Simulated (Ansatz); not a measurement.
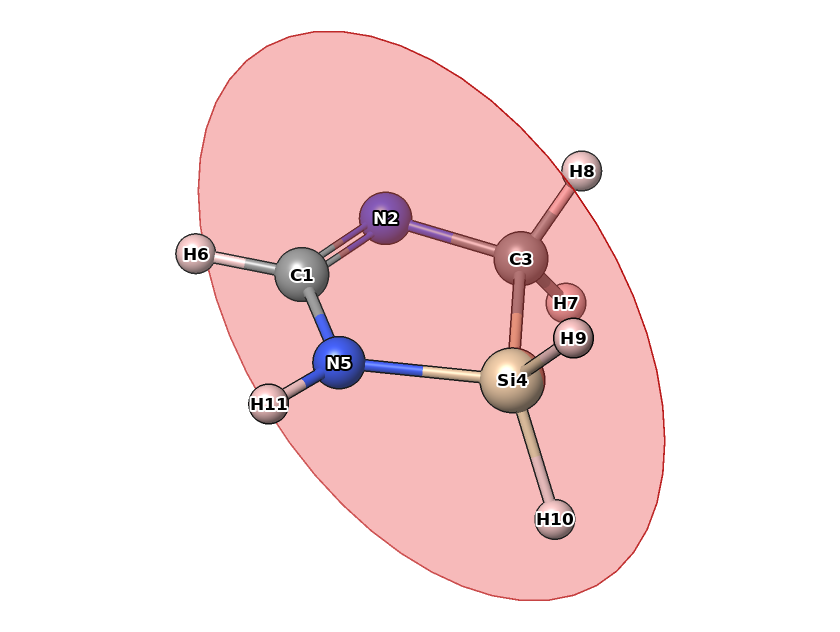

A disc through the centre of mass is drawn in. Distant atoms are faded towards the background colour. Computed geometry: PBE-D4/def2-SVP optimisation. No frequency run is at hand to confirm it as a minimum.

Question: Is the plane of the disc a mirror plane of the structure?

Answer: No. The point group is Cs, with 1 mirror plane, and this plane isn't one of its mirror planes.
